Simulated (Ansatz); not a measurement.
**Run report: AlPH5OF, nudged elastic band**

AlPH5OF, computed with RKS BHLYP-D4/6-31G* (Ansatz 0.2.0).

It belongs to a series of runs on one base structure; here: band between the two ends. Figures and captions count atoms from 1; the log counts them from 0 in places.

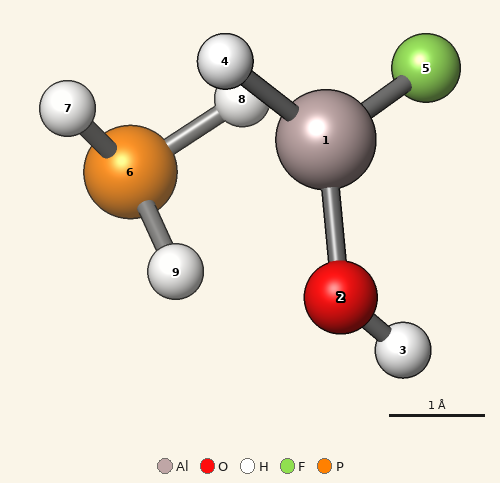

Fig. 1: The structure as given in the input (ball-and-stick view, seen at a tilt; atoms are numbered from 1 in the order of the input). Sticks mark near contacts. Bond lengths as drawn: Al–F 1.64 Å, Al–H 1.56 Å, Al–O 1.69 Å, H–O 0.95 Å and H–P 1.41 Å.

Input
```yaml
crystal:
  periodic: [false, false, false]
  atoms:
    - { symbol: Al, position_ang: [0.189936, -0.12497, 0.24052] }
    - { symbol: O, position_ang: [-0.331761, -0.78733, 1.703208] }
    - { symbol: H, position_ang: [-1.243958, -0.867056, 1.967395] }
    - { symbol: H, position_ang: [1.704425, -0.117449, -0.122245] }
    - { symbol: F, position_ang: [-0.924998, 0.405017, -0.846405] }
    - { symbol: P, position_ang: [0.249586, 3.165734, 1.408343] }
    - { symbol: H, position_ang: [1.535991, 2.727984, 1.030023] }
    - { symbol: H, position_ang: [-0.383403, 2.694535, 0.238644] }
    - { symbol: H, position_ang: [-0.039517, 2.014934, 2.172118] }
basis:
  gaussian: { orbitals: "6-31G*" }
hamiltonian:
  xc: { name: BHLYP }
  dispersion: d4
neb:
  order_check: false
  images: 7
  f_tol: 0.05
  max_iterations: 55
  final_atoms:
    - { symbol: Al, position_ang: [0.36265733, 0.55097923, 0.29137423] }
    - { symbol: O, position_ang: [-0.35480671, -0.2609391, 1.97988887] }
    - { symbol: H, position_ang: [-1.18568769, -0.68134167, 1.73072996] }
    - { symbol: H, position_ang: [1.68025327, -0.25159041, -0.0291818] }
    - { symbol: F, position_ang: [-1.02025182, 0.08426074, -0.51904956] }
    - { symbol: P, position_ang: [0.39443969, 2.77216121, 1.06427739] }
    - { symbol: H, position_ang: [1.69723727, 3.11708469, 0.65355368] }
    - { symbol: H, position_ang: [-0.26605282, 3.37371534, -0.02556387] }
    - { symbol: H, position_ang: [-0.55148753, 0.40706897, 2.64557209] }
  initial_path:
    images:
      - { positions_ang: [[0.189936, -0.12497, 0.24052], [-0.331761, -0.78733, 1.703208], [-1.243958, -0.867056, 1.967395], [1.704425, -0.117449, -0.122245], [-0.924998, 0.405017, -0.846405], [0.249586, 3.165734, 1.408343], [1.535991, 2.727984, 1.030023], [-0.383403, 2.694535, 0.238644], [-0.039517, 2.014934, 2.172118]] }
      - { positions_ang: [[0.17540919, -0.08930803, 0.17465331], [-0.25987668, -0.5987149, 1.80219679], [-1.17303008, -0.74375862, 2.06389623], [1.66339524, -0.05967738, -0.26336184], [-1.00731194, 0.29222079, -0.88170379], [0.19594999, 2.98577244, 1.26710398], [1.27261817, 2.6676868, 1.32012515], [-0.06985553, 2.83804646, 0.18963841], [-0.04099736, 1.81913144, 2.11905276]] }
      - { positions_ang: [[0.16088238, -0.05364606, 0.10878662], [-0.18799236, -0.4100998, 1.90118557], [-1.10210216, -0.62046123, 2.16039747], [1.62236548, -0.00190575, -0.40447868], [-1.08962589, 0.17942457, -0.91700258], [0.14231399, 2.80581088, 1.12586497], [1.00924533, 2.6073896, 1.61022729], [0.24369194, 2.98155791, 0.14063282], [-0.04247772, 1.62332888, 2.06598752]] }
      - { positions_ang: [[0.14635558, -0.01798409, 0.04291993], [-0.11610804, -0.22148469, 2.00017436], [-1.03117424, -0.49716385, 2.2568987], [1.58133571, 0.05586587, -0.54559553], [-1.17193983, 0.06662836, -0.95230137], [0.08867798, 2.62584932, 0.98462595], [0.7458725, 2.5470924, 1.90032944], [0.55723941, 3.12506937, 0.09162722], [-0.04395807, 1.42752632, 2.01292229]] }
      - { positions_ang: [[0.13182877, 0.01767788, -0.02294676], [-0.04422372, -0.03286959, 2.09916315], [-0.96024632, -0.37386646, 2.35339994], [1.54030595, 0.1136375, -0.68671237], [-1.25425377, -0.04616786, -0.98760015], [0.03504198, 2.44588776, 0.84338693], [0.48249967, 2.4867952, 2.19043158], [0.87078688, 3.26858082, 0.04262163], [-0.04543843, 1.23172376, 1.95985705]] }
      - { positions_ang: [[0.18953591, 0.15100322, 0.05563349], [-0.12186947, -0.08988697, 2.06934458], [-1.01660666, -0.45073527, 2.19773244], [1.57529278, 0.02233052, -0.52232972], [-1.19575328, -0.01356071, -0.8704625], [0.12489141, 2.52745612, 0.89860955], [0.78618407, 2.64436757, 1.80621211], [0.58657696, 3.29486445, 0.02557526], [-0.17195071, 1.02556006, 2.13128581]] }
      - { positions_ang: [[0.24724305, 0.28432856, 0.13421373], [-0.19951522, -0.14690435, 2.03952601], [-1.072967, -0.52760407, 2.04206495], [1.61027961, -0.06897646, -0.35794708], [-1.1372528, 0.01904644, -0.75332486], [0.21474083, 2.60902448, 0.95383216], [1.08986847, 2.80193994, 1.42199263], [0.30236703, 3.32114808, 0.00852888], [-0.29846298, 0.81939637, 2.30271457]] }
      - { positions_ang: [[0.30495019, 0.41765389, 0.21279398], [-0.27716096, -0.20392172, 2.00970744], [-1.12932735, -0.60447287, 1.88639746], [1.64526644, -0.16028344, -0.19356444], [-1.07875231, 0.05165359, -0.63618721], [0.30459026, 2.69059285, 1.00905477], [1.39355287, 2.95951232, 1.03777315], [0.01815711, 3.34743171, -0.00851749], [-0.42497526, 0.61323267, 2.47414333]] }
      - { positions_ang: [[0.36265733, 0.55097923, 0.29137423], [-0.35480671, -0.2609391, 1.97988887], [-1.18568769, -0.68134167, 1.73072996], [1.68025327, -0.25159041, -0.0291818], [-1.02025182, 0.08426074, -0.51904956], [0.39443969, 2.77216121, 1.06427739], [1.69723727, 3.11708469, 0.65355368], [-0.26605282, 3.37371534, -0.02556387], [-0.55148753, 0.40706897, 2.64557209]] }
```

Run on 1 thread of Arm Neoverse V2, 24 GiB of memory available, shared host.

Run as:
```bash
ansatz run input.yaml --threads 1 --pin off --max-ram 2048MiB --backend cpu --events-out ev --progress --plain --runs-dir out
```

Output
```
Engine: ansatz 0.2.0, aarch64-unknown-linux-gnu
Functional definition: BHLYP
  parameter a = 0.5
  exchange = (1 - a)*b88_x + a*exact_x
  correlation = lyp_c
786 factors; integrals over basis functions are off by at most 6.0e-4 eV
mean field evaluation 1: about -20725.5615 eV, gradient 5.5e1 eV
mean field evaluation 2: about -20723.1910 eV, gradient 6.7e1 eV
mean field evaluation 4: about -20730.6816 eV, gradient 2.2e0 eV
mean field evaluation 8: about -20730.7216 eV, gradient 5.8e-2 eV
mean field -20730.72164277 eV, -761.8399685838 hartree, gradient 7.4e-5 eV, S^2 0.000000; 0 other end points of the search recorded, 0 dependent functions left out
the calculation of the forces begins
reference -20730.72183137 eV, -761.8399755151 hartree; 25, 25 occupied and 53, 53 virtual orbitals, 786 factors
786 factors; integrals over basis functions are off by at most 5.9e-4 eV
mean field evaluation 16: about -20727.1337 eV, gradient 4.6e1 eV
mean field -20730.68258941 eV, -761.8385333993 hartree, gradient 1.7e-5 eV, S^2 0.000000; 0 other end points of the search recorded, 0 dependent functions left out
[... from here on the field's lines of each further geometry are left out, up to the last ...]
NEB iter   1: max|band force component| = 2.660e1 eV/Å  barrier→ = 9.8647 eV  barrier← = 9.8430 eV  Δτ_max = 0.1921 Å  (231 SCF iters)
NEB iter   2: max|band force component| = 1.008e1 eV/Å  barrier→ = 3.8204 eV  barrier← = 3.7987 eV  Δτ_max = 0.2000 Å  (204 SCF iters)
NEB iter   3: max|band force component| = 5.237e0 eV/Å  barrier→ = 2.0837 eV  barrier← = 2.0620 eV  Δτ_max = 0.2000 Å  (200 SCF iters)
NEB iter   4: max|band force component| = 1.823e0 eV/Å  barrier→ = 1.2921 eV  barrier← = 1.2704 eV  Δτ_max = 0.2000 Å  (196 SCF iters)
NEB iter   5: max|band force component| = 1.482e0 eV/Å  barrier→ = 0.8778 eV  barrier← = 0.8561 eV  Δτ_max = 0.2000 Å  (196 SCF iters)
NEB iter   6: max|band force component| = 1.114e0 eV/Å  barrier→ = 1.2050 eV  barrier← = 1.1833 eV  Δτ_max = 0.2000 Å  (192 SCF iters)
NEB iter   7: max|band force component| = 5.824e-1 eV/Å  barrier→ = 1.2219 eV  barrier← = 1.2002 eV  Δτ_max = 0.2000 Å  (193 SCF iters)
NEB iter   8: max|band force component| = 7.124e-1 eV/Å  barrier→ = 1.0263 eV  barrier← = 1.0046 eV  CI = image 4  Δτ_max = 0.1917 Å  (199 SCF iters)
NEB iter   9: max|band force component| = 6.669e-1 eV/Å  barrier→ = 1.2891 eV  barrier← = 1.2674 eV  CI = image 4  Δτ_max = 0.0959 Å  (194 SCF iters)
NEB iter  10: max|band force component| = 7.138e-1 eV/Å  barrier→ = 1.3004 eV  barrier← = 1.2787 eV  CI = image 4  Δτ_max = 0.1924 Å  (200 SCF iters)
NEB iter  11: max|band force component| = 6.627e-1 eV/Å  barrier→ = 1.2578 eV  barrier← = 1.2361 eV  CI = image 4  Δτ_max = 0.2000 Å  (194 SCF iters)
NEB iter  12: max|band force component| = 5.730e-1 eV/Å  barrier→ = 1.2352 eV  barrier← = 1.2135 eV  CI = image 4  Δτ_max = 0.1985 Å  (195 SCF iters)
NEB iter  13: max|band force component| = 4.333e-1 eV/Å  barrier→ = 1.2147 eV  barrier← = 1.1930 eV  CI = image 4  Δτ_max = 0.2000 Å  (199 SCF iters)
NEB iter  14: max|band force component| = 2.300e-1 eV/Å  barrier→ = 1.1941 eV  barrier← = 1.1724 eV  CI = image 4  Δτ_max = 0.0797 Å  (197 SCF iters)
NEB iter  15: max|band force component| = 1.745e-1 eV/Å  barrier→ = 1.1889 eV  barrier← = 1.1672 eV  CI = image 4  Δτ_max = 0.0452 Å  (199 SCF iters)
NEB iter  16: max|band force component| = 9.586e-2 eV/Å  barrier→ = 1.1871 eV  barrier← = 1.1654 eV  CI = image 4  Δτ_max = 0.0360 Å  (187 SCF iters)
NEB iter  17: max|band force component| = 6.587e-2 eV/Å  barrier→ = 1.1864 eV  barrier← = 1.1647 eV  CI = image 4  Δτ_max = 0.0211 Å  (202 SCF iters)
NEB iter  18: max|band force component| = 5.751e-2 eV/Å  barrier→ = 1.1861 eV  barrier← = 1.1644 eV  CI = image 4  Δτ_max = 0.0185 Å  (161 SCF iters)
the calculation of the forces begins
reference -20730.64909720 eV, -761.8373025833 hartree; 25, 25 occupied and 53, 53 virtual orbitals, 786 factors
786 factors; integrals over basis functions are off by at most 6.9e-4 eV
mean field evaluation 1120: about -20729.5086 eV, gradient 3.3e-5 eV
mean field -20729.50861089 eV, -761.7953904846 hartree, gradient 2.1e-5 eV, S^2 0.000000; 1 other end points of the search recorded, 0 dependent functions left out
the calculation of the forces begins
reference -20729.50879197 eV, -761.7953971390 hartree; 25, 25 occupied and 53, 53 virtual orbitals, 786 factors
NEB iter  19: max|band force component| = 4.764e-2 eV/Å  barrier→ = 1.1860 eV  barrier← = 1.1643 eV  CI = image 4  Δτ_max = 0.0000 Å  (336 SCF iters)
```

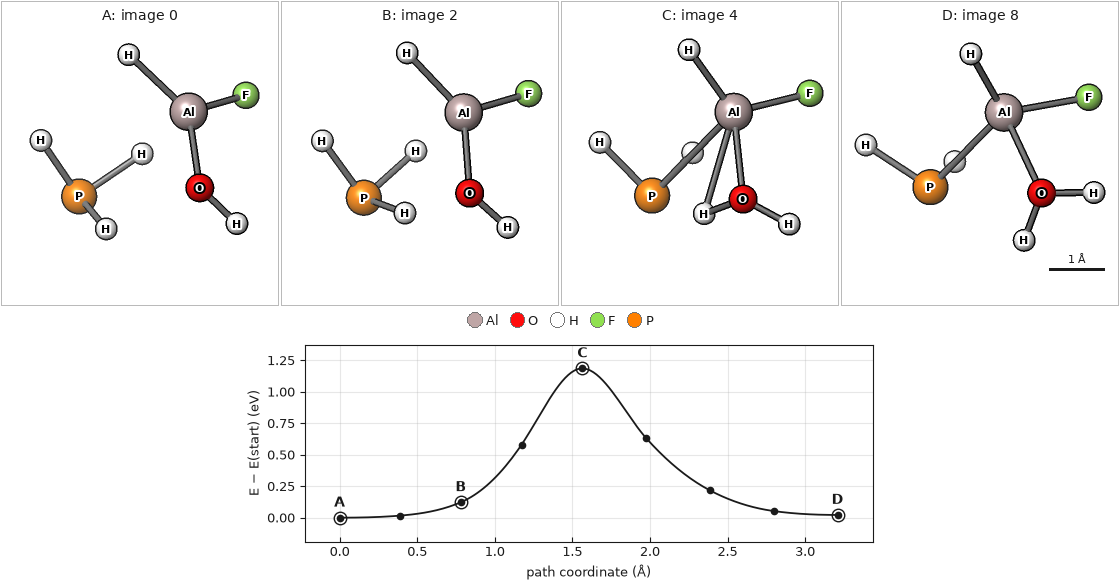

Fig. 2: Images of the last band (counted from 0; ball-and-stick, seen at a tilt) above the energy along the path; the line is a cubic interpolation that uses the forces. The highest image is number 4, 1.186 eV above the start and 1.164 eV above the end (the climbing image); the end lies 0.022 eV above the start. The path is 3.21 Å long. The band converged in 19 iterations.

```
Total energy: -20729.73446042 eV, -761.8036903016 hartree
Atom 0 at     0.385387     0.345583     0.268643 Å, force    -0.016597     0.021005     0.006236 eV/Å
Atom 1 at    -0.289379    -0.205074     1.867178 Å, force     0.014761    -0.010154     0.000307 eV/Å
Atom 2 at    -1.152340    -0.624893     1.919663 Å, force    -0.007478     0.012769    -0.001805 eV/Å
Atom 3 at     1.888910     0.056220    -0.042155 Å, force     0.001200    -0.001626    -0.001771 eV/Å
Atom 4 at    -0.760227     0.183373    -0.906664 Å, force     0.008178    -0.005622     0.009201 eV/Å
Atom 5 at     0.026718     2.667037     1.445602 Å, force     0.005505    -0.005531    -0.011422 eV/Å
Atom 6 at     1.405334     2.755996     1.179350 Å, force    -0.001937     0.002635     0.002395 eV/Å
Atom 7 at    -0.433050     2.872447     0.129929 Å, force     0.001541    -0.003647     0.007949 eV/Å
Atom 8 at    -0.315052     1.060710     1.930055 Å, force    -0.005173    -0.009830    -0.011090 eV/Å
Dipole moment:    -0.120849    -0.148685     0.221071 e Å
this run last wrote the band of iteration 19 to [file]
```

The last band as extended XYZ (Å, eV, eV/Å)
```
9
Properties=species:S:1:pos:R:3:forces:R:3 image=0 energy=-20730.92024
Al    0.1899   -0.1250    0.2405    0.0145  -0.0058  -0.0015
O    -0.3318   -0.7873    1.7032    0.0180  -0.0087   0.0204
H    -1.2440   -0.8671    1.9674   -0.0167   0.0031  -0.0098
H     1.7044   -0.1174   -0.1222   -0.0009   0.0008   0.0019
F    -0.9250    0.4050   -0.8464   -0.0162   0.0060  -0.0124
P     0.2496    3.1657    1.4083    0.0208  -0.0131  -0.0278
H     1.5360    2.7280    1.0300   -0.0230   0.0126   0.0061
H    -0.3834    2.6945    0.2386    0.0072   0.0072   0.0202
H    -0.0395    2.0149    2.1721   -0.0037  -0.0022   0.0030
9
Properties=species:S:1:pos:R:3:forces:R:3 image=1 energy=-20730.90368
Al    0.2196   -0.0887    0.2415   -0.0101  -0.0271  -0.0343
O    -0.2909   -0.6840    1.7391    0.0056  -0.0622   0.0312
H    -1.2039   -0.7193    2.0120   -0.0070  -0.0298  -0.0148
H     1.7307   -0.0740   -0.1348   -0.0012  -0.0112   0.0069
F    -0.9144    0.3466   -0.8674   -0.0002   0.0156  -0.0112
P     0.2032    3.0613    1.4695    0.0120   0.0438  -0.0055
H     1.5068    2.6735    1.0998   -0.0002   0.0147  -0.0026
H    -0.3639    2.7886    0.2078   -0.0012  -0.0041  -0.0041
H    -0.1309    1.8074    2.0239    0.0023   0.0602   0.0344
9
Properties=species:S:1:pos:R:3:forces:R:3 image=2 energy=-20730.79742
Al    0.2695    0.0190    0.2700   -0.0243  -0.2299  -0.0179
O    -0.2815   -0.5252    1.7843    0.0096  -0.2878  -0.0707
H    -1.2125   -0.6250    1.9689   -0.0119  -0.0549   0.0145
H     1.7872    0.0128   -0.0821   -0.0129   0.0239   0.0210
F    -0.8566    0.2937   -0.8971    0.0027   0.0493  -0.0279
P     0.1313    2.9095    1.5076    0.0219   0.2326   0.0115
H     1.4672    2.6364    1.1515   -0.0202  -0.0067   0.0128
H    -0.3715    2.8061    0.1936   -0.0009  -0.0475   0.0288
H    -0.1768    1.5841    1.8949    0.0360   0.3209   0.0279
9
Properties=species:S:1:pos:R:3:forces:R:3 image=3 energy=-20730.33974
Al    0.3321    0.1925    0.2916   -0.1591  -0.7058   0.1246
O    -0.2822   -0.3407    1.8262    0.1311  -0.7257  -0.2075
H    -1.1895   -0.6203    1.9268   -0.0486  -0.1212  -0.0366
H     1.8491    0.0430   -0.0509   -0.0351   0.1467   0.0373
F    -0.7936    0.2331   -0.9093    0.0220   0.1414  -0.0532
P     0.0538    2.7495    1.4976   -0.0858   0.4056   0.2560
H     1.4267    2.6790    1.1808   -0.1152  -0.2219   0.0773
H    -0.4016    2.8255    0.1618   -0.0259  -0.2881   0.1380
H    -0.2386    1.3498    1.8670    0.3166   1.3689  -0.3360
9
Properties=species:S:1:pos:R:3:forces:R:3 image=4 energy=-20729.73428
Al    0.3854    0.3456    0.2686   -0.0166   0.0210   0.0062
O    -0.2894   -0.2051    1.8672    0.0148  -0.0102   0.0003
H    -1.1523   -0.6249    1.9197   -0.0075   0.0128  -0.0018
H     1.8889    0.0562   -0.0422    0.0012  -0.0016  -0.0018
F    -0.7602    0.1834   -0.9067    0.0082  -0.0056   0.0092
P     0.0267    2.6670    1.4456    0.0055  -0.0055  -0.0114
H     1.4053    2.7560    1.1793   -0.0019   0.0026   0.0024
H    -0.4330    2.8724    0.1299    0.0015  -0.0036   0.0079
H    -0.3151    1.0607    1.9301   -0.0052  -0.0098  -0.0111
9
Properties=species:S:1:pos:R:3:forces:R:3 image=5 energy=-20730.28777
Al    0.3800    0.4500    0.2336    0.1205   0.4471  -0.1377
O    -0.3409   -0.1599    1.9153   -0.0231   0.0457   0.1171
H    -1.2146   -0.5618    1.9544   -0.0430   0.0089  -0.0001
H     1.8268   -0.0717   -0.0645   -0.0070  -0.1441   0.0015
F    -0.8304    0.1754   -0.8625   -0.0077  -0.1161   0.0820
P     0.1519    2.6286    1.3293    0.1494  -0.1621  -0.3743
H     1.5239    2.8020    1.1100    0.1316   0.3731  -0.1110
H    -0.3426    3.0152    0.0785    0.0688   0.4522  -0.1538
H    -0.3978    0.8337    2.0976   -0.3895  -0.9047   0.5762
9
Properties=species:S:1:pos:R:3:forces:R:3 image=6 energy=-20730.70357
Al    0.3634    0.4792    0.2065    0.0334   0.0743  -0.0281
O    -0.3654   -0.1822    1.9373   -0.0167  -0.0753   0.0007
H    -1.2359   -0.5908    1.9483   -0.0189  -0.1107  -0.0835
H     1.7485   -0.1983   -0.0965   -0.0259  -0.1128   0.0204
F    -0.9183    0.1468   -0.7932   -0.0223  -0.0827   0.0601
P     0.2635    2.6192    1.2095    0.0783  -0.0208  -0.1766
H     1.6199    2.9155    1.0131    0.0616   0.2574  -0.0746
H    -0.2662    3.2101    0.0539    0.0614   0.3043  -0.0478
H    -0.4533    0.7118    2.3126   -0.1508  -0.2339   0.3293
9
Properties=species:S:1:pos:R:3:forces:R:3 image=7 energy=-20730.86763
Al    0.3525    0.5057    0.2196    0.0031   0.0056   0.0211
O    -0.3510   -0.2124    1.9569   -0.0123  -0.0070  -0.0033
H    -1.1931   -0.6709    1.8722    0.0076  -0.0447  -0.0676
H     1.6892   -0.2677   -0.0872   -0.0145  -0.0251   0.0172
F    -0.9907    0.0943   -0.6711   -0.0102  -0.0194   0.0422
P     0.3290    2.6847    1.1141    0.0167   0.0307  -0.0381
H     1.6636    3.0512    0.8683    0.0205   0.0577  -0.0401
H    -0.2432    3.3543    0.0178    0.0193   0.0672  -0.0105
H    -0.4999    0.5723    2.5010   -0.0302  -0.0651   0.0792
9
Properties=species:S:1:pos:R:3:forces:R:3 image=8 energy=-20730.89854
Al    0.3627    0.5510    0.2914    0.0184  -0.0108  -0.0083
O    -0.3548   -0.2609    1.9799    0.0035   0.0130   0.0018
H    -1.1857   -0.6813    1.7307   -0.0090  -0.0055  -0.0032
H     1.6803   -0.2516   -0.0292   -0.0035   0.0080   0.0054
F    -1.0203    0.0843   -0.5191   -0.0094   0.0014  -0.0061
P     0.3944    2.7722    1.0643    0.0088   0.0055  -0.0026
H     1.6972    3.1171    0.6536   -0.0066  -0.0045   0.0012
H    -0.2661    3.3737   -0.0256   -0.0037  -0.0042   0.0037
H    -0.5515    0.4071    2.6456    0.0015  -0.0029   0.0080
```

Summary

| quantity | value |
| --- | --- |
| outcome | converged |
| barrier, forward | 1.186 eV |
| barrier, backward | 1.164 eV |
| wall time | 6.5 min |
| peak memory | 0.15 GiB |

The order of the saddle point was not checked.
